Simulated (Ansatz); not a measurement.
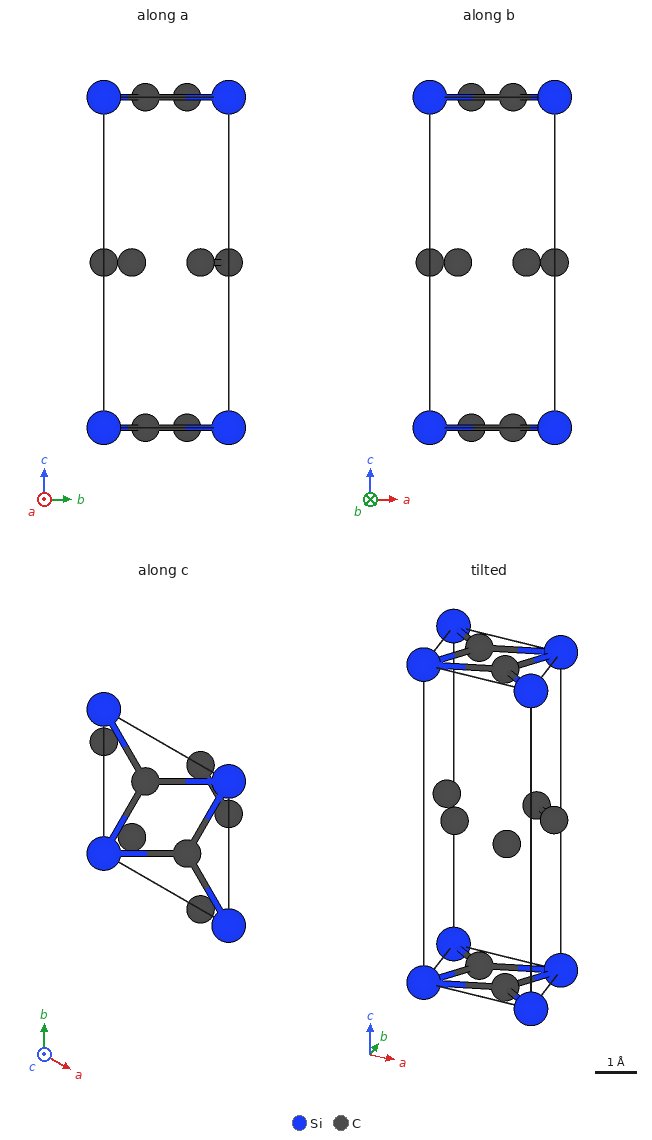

Figure: ball-and-stick view along the a axis, along the b axis, along the c axis and slightly off an axis. The outline marks the conventional unit cell.

Lattice parameters: a = 3.596 Å, b = 3.596 Å, c = 8.246 Å, α = 90.00°, β = 90.00°, γ = 120.00°. Put a along x and b in the xy plane.

Question: Express the structure as a POSCAR file, with free fractional coordinates to two decimals.

Answer:
```
Si C
1.0
     3.596    0.000    0.000
    -1.798    3.114    0.000
     0.000    0.000    8.246
Si C
1 5
Direct
  0.00 0.00 0.00
  0.00 0.77 0.50
  0.77 0.00 0.50
  0.23 0.23 0.50
  0.3333 0.6667 0.00
  0.6667 0.3333 0.00
```

The cell started as a structure type filled with these elements by a generator (whether the compound takes this form wasn't checked). The picture shows the end point of a geometry optimisation with Ansatz 0.2.0, DFT PBE, scalar-relativistic, plane waves, PAW.
